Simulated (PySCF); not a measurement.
Molecule: C3H8BN, singlet. Atoms near the plane z = 1.0 Å, at the B3LYP/def2-SVP optimised geometry (x, y, z in Å): B1 (-0.8, -0.1, 0.0), H2 (-1.3, 1.1, 0.0), C4 (0.8, -0.1, 0.0), H5 (1.3, -1.1, 0.1), H6 (1.3, 0.5, 0.8), N10 (-1.3, -0.7, 1.3).

Method: B3LYP/def2-TZVP run with PySCF 2.14.0. Cells within 0.4 Å of a nucleus heavier than hydrogen are left out (blank, or x). The values are rescaled to run from 0 to 1.

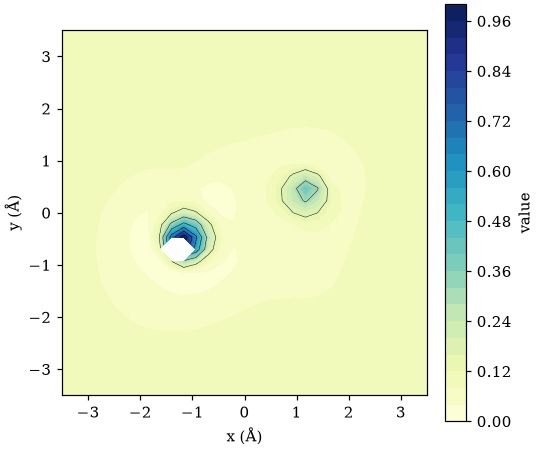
Figure: a field on the plane z = 1.0 Å.

**Question.** Which quantity is mapped?
A. deformation density (molecule minus spherical neutral atoms)
B. an orbital amplitude
C. electron localisation function
D. Laplacian of the electron density

**Answer.** A, deformation density (molecule minus spherical neutral atoms). In full: deformation density (molecule minus spherical neutral atoms) (e/bohr³).
